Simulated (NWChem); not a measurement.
# Single-point calculation of BHS

The run: single-point calculation of BHS (hydrogen boron sulfide), SMILES B=S. Method and program: CCSD(T)/def2-TZVPPD, RHF (NWChem 7.3.0).

A bond length was changed on purpose from its optimised value.

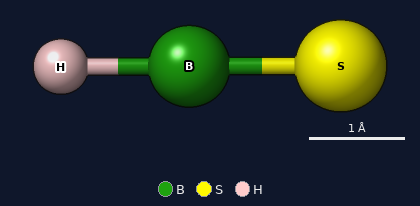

**Figure 1.** The structure as given in the input (ball-and-stick view, seen at a tilt). Bond lengths as drawn: B–H 1.35 Å and B–S 1.60 Å.

**The input**
```
start nw
memory 2200 mb

geometry noautosym nocenter noautoz
 B     0.009618    0.003218   -0.033820
 S     0.447448    0.165418   -1.561860
 H    -0.360510   -0.133080    1.258530
end

basis spherical bse
 * library def2-TZVPPD
end

scf
 thresh 1e-08
 maxiter 80
 print low
end

ccsd
 freeze core 6
 maxiter 60
end

task ccsd(t) energy
```

Hardware: 1 thread of Intel Xeon (Granite Rapids), 12 GiB of memory available, shared host.

Launched with:
```bash
nwchem nw.nw > nw.out
```

**Log**
```
Northwest Computational Chemistry Package (NWChem) 7.3.0
             --------------------------------------------------------

           Job information
           ---------------

    nwchem branch   = 7.3.0
    use scalapack   = T
    input           = nw.nw
    prefix          = nw.
    data base       = ./nw.db
    status          = startup
    nproc           =        1

           Memory information
           ------------------

    heap     =     72089596 doubles =      550.0 Mbytes
    stack    =     72089601 doubles =      550.0 Mbytes
    global   =    144179200 doubles =     1100.0 Mbytes (distinct from heap & stack)
    total    =    288358397 doubles =     2200.0 Mbytes
    verify   = yes
    hardfail = no

           Directory information
           ---------------------

  0 permanent = .
  0 scratch   = .

                                NWChem Input Module
                                -------------------

 Scaling coordinates for geometry "geometry" by  1.889725989
 (inverse scale =  0.529177249)

                             Geometry "geometry" -> ""
                             -------------------------

 Output coordinates in angstroms (scale by  1.889725989 to convert to a.u.)

  No.       Tag          Charge          X              Y              Z
 ---- ---------------- ---------- -------------- -------------- --------------
    1 B                    5.0000     0.00961800     0.00321800    -0.03382000
    2 S                   16.0000     0.44744800     0.16541800    -1.56186000
    3 H                    1.0000    -0.36051000    -0.13308000     1.25853000

      Atomic Mass
      -----------

      B                 11.009310
      S                 31.972070
      H                  1.007825

 Effective nuclear repulsion energy (a.u.)      31.3248570791

            Nuclear Dipole moment (a.u.)
            ----------------------------
        X                 Y               Z
 ---------------- ---------------- ----------------
    12.9384776329     4.7804360539   -45.1650747366

            XYZ format geometry
            -------------------
     3
 geometry
 B                     0.00961800     0.00321800    -0.03382000
 S                     0.44744800     0.16541800    -1.56186000
 H                    -0.36051000    -0.13308000     1.25853000

 ==============================================================================
                                internuclear distances
 ------------------------------------------------------------------------------
       center one      |      center two      | atomic units |  angstroms
 ------------------------------------------------------------------------------
    2 S                |   1 B                |     3.01937  |     1.59778
 ------------------------------------------------------------------------------
                         number of included internuclear distances:          1
 ==============================================================================

 Summary of "ao basis" -> "" (spherical)
 ------------------------------------------------------------------------------
       Tag                 Description            Shells   Functions and Types
 ---------------- ------------------------------  ------  ---------------------
 *                        def2-TZVPPD                 on all atoms

                      Basis "ao basis" -> "ao basis" (spherical)
                      -----
  [basis functions not shown]

 Summary of "ao basis" -> "ao basis" (spherical)
 ------------------------------------------------------------------------------
       Tag                 Description            Shells   Functions and Types
 ---------------- ------------------------------  ------  ---------------------
 B                        def2-TZVPPD               13       37   6s3p3d1f
 S                        def2-TZVPPD               17       51   6s6p4d1f
 H                        def2-TZVPPD                7       17   3s3p1d

                                 NWChem SCF Module
                                 -----------------

  ao basis        = "ao basis"
  functions       =   105
  atoms           =     3
  closed shells   =    11
  open shells     =     0
  charge          =   0.00
  wavefunction    = RHF
  input vectors   = atomic
  output vectors  = ./nw.movecs
  use symmetry    = F
  symmetry adapt  = F

 Forming initial guess at       0.0s

 Starting SCF solution at       0.2s

       Final RHF  results
       ------------------

         Total SCF energy =   -422.816795435782
      One-electron energy =   -645.481813933704
      Two-electron energy =    191.340161418860
 Nuclear repulsion energy =     31.324857079062

        Time for solution =     10.6s

                   Four-Index Transformation
                   -------------------------
          Number of basis functions:            105
          Number of shells:                      37
          Number of occupied orbitals:           11
          Number of occ. correlated orbitals:     5
          Block length:                          16
          Superscript MO index range:      7 -   11
          Subscript MO index range:        7 -  105
          MO coefficients read from:  ./nw.movecs
          Number of operator matrices in core:   30
          Half-transformed integrals produced

     Pass:    1     Index range:    7  -   11     Time:      2.04
 ------------------------------------------
 MP2 Energy (coupled cluster initial guess)
 ------------------------------------------
 Reference energy:           -422.816795435782410
 MP2 Corr. energy:             -0.264453887364048
 Total MP2 energy:           -423.081249323146437

 ****************************************************************************
              the segmented parallel ccsd program:    1 nodes
 ****************************************************************************

 level of theory    ccsd(t)
 number of core         6
 number of occupied     5
 number of virtual     94
 number of deleted      0
 total functions      105
 number of shells      37
 basis label          566

   ***** ccsd parameters *****
   iprt   =     0
   convi  =  0.100E-05
   maxit  =    60
   mxvec  =     5
 memory            144162252
  Using  1 OpenMP thread(s) in CCSD
  Failed reading restart vector from ./nw.t2
  Using MP2 initial guess vector

 iter     correlation     delta       rms       T2     Non-T2      Main
             energy      energy      error      ampl     ampl      Block
                                                time     time      time
   1     -0.2746006785 -2.746D-01  4.863D-02     6.40     0.00     6.34
   2     -0.2835456356 -8.945D-03  6.108D-02     6.41     0.00     6.34
   3     -0.2841313576 -5.857D-04  1.058D-02     6.40     0.00     6.34
   4     -0.2855431242 -1.412D-03  5.006D-03     6.40     0.00     6.33
   5     -0.2857096339 -1.665D-04  9.070D-04     6.39     0.00     6.32
   6     -0.2857108182 -1.184D-06  2.206D-04     6.39     0.00     6.33
   7     -0.2857107899  2.829D-08  7.647D-05     6.42     0.00     6.36
   8     -0.2857089202  1.870D-06  3.260D-05     6.42     0.00     6.35
   9     -0.2857101497 -1.229D-06  3.213D-06     6.42     0.00     6.35
  10     -0.2857107191 -5.694D-07  6.860D-06     6.42     0.00     6.35
  11     -0.2857108081 -8.902D-08  2.883D-07     6.43     0.00     6.37
                  *************converged*************

 -----------
 CCSD Energy
 -----------
 Reference energy:            -422.816795435782410
 CCSD corr. energy:             -0.285710808073248
 Total CCSD energy:           -423.102506243855657

 --------------------------------
 Spin Component Scaled (SCS) CCSD
 --------------------------------
 Same spin contribution:                 -0.055506194452267
 Same spin scaling factor:                1.130000000000000
 Opposite spin contribution:             -0.230204613620981
 Opposite spin scaling fact.:             1.270000000000000
 SCS-CCSD correlation energy:            -0.355081859029708
 Total SCS-CCSD energy:                -423.171877294812134
 memory            144162252

*********triples calculation*********

nkpass=    1; nvpass=    1; memdrv=         249570; memtrn=        3136122; memavail=      144161764
 memory available/node                      144161764
 total number of virtual orbitals        94
 number of virtuals per integral pass    94
 number of integral evaluations           1
 number of occupied per triples pass      5
 number of triples passes                 1

 commencing integral evaluation        1 at          72.57
  symmetry use  F
 commencing triples evaluation - blocking       1
 Time for integral evaluation pass     1        4.46
 Time for triples evaluation pass      1        2.97

 pseudo-e(mp4)  -0.17277673916367E-01
 pseudo-e(mp5)   0.80357935118121E-03
        e(t)    -0.16474094565185E-01

 --------------
 CCSD(T) Energy
 --------------
 Reference energy:                    -422.816795435782410

 CCSD corr. energy:                     -0.285710808073248
 T(CCSD) corr. energy:                  -0.017277673916367
 Total CCSD+T(CCSD) energy:           -423.119783917771997

 CCSD corr. energy:                     -0.285710808073248
 (T) corr. energy:                      -0.016474094565185
 Total CCSD(T) energy:                -423.118980338420840

 routine      calls  cpu(0)   cpu-min  cpu-ave  cpu-max   i/o
 aoccsd          1     0.00     0.00     0.00     0.00    0.00
 iterdrv         1     0.01     0.01     0.01     0.01    0.00
 pampt          11     0.03     0.03     0.03     0.03    0.00
 t2pm           11     0.08     0.08     0.08     0.08    0.00
 sxy            11     0.47     0.47     0.47     0.47    0.00
 ints      5394565    62.18    62.18    62.18    62.18    0.00
 t2eri        7733     5.44     5.44     5.44     5.44    0.00
 idx2         7733     0.95     0.95     0.95     0.95    0.00
 idx34          11     0.05     0.05     0.05     0.05    0.00
 ht2pm          11     0.11     0.11     0.11     0.11    0.00
 itm            11     0.49     0.49     0.49     0.49    0.00
 pdiis          11     0.02     0.02     0.02     0.02    0.00
 triples         1     0.00     0.00     0.00     0.00    0.00
 rdtrpo          1     0.00     0.00     0.00     0.00    0.00
 trpmos          1     4.46     4.46     4.46     4.46    0.00
 trpdrv          1     0.21     0.21     0.21     0.21    0.00
 dovvv       14100     2.11     2.11     2.11     2.11    0.00
 doooo       14100     0.18     0.18     0.18     0.18    0.00
 tengy       11750     0.45     0.45     0.45     0.45    0.00
 Total                77.25    77.25    77.25    77.25    0.00

 Task  times  cpu:       90.9s     wall:       90.9s
 Total times  cpu:       90.9s     wall:       90.9s
```

**Results in brief**

- outcome: converged
- total energy: −423.118980 hartree
- SCF energy: −422.816795 hartree
- MP2 energy: −423.081249 hartree
- CCSD energy: −423.102506 hartree
- correlation energy: −0.302185 hartree
- (T) correction: −0.016474 hartree
- basis functions: 105
- wall time: 92 s
- peak memory: 0.2 GiB
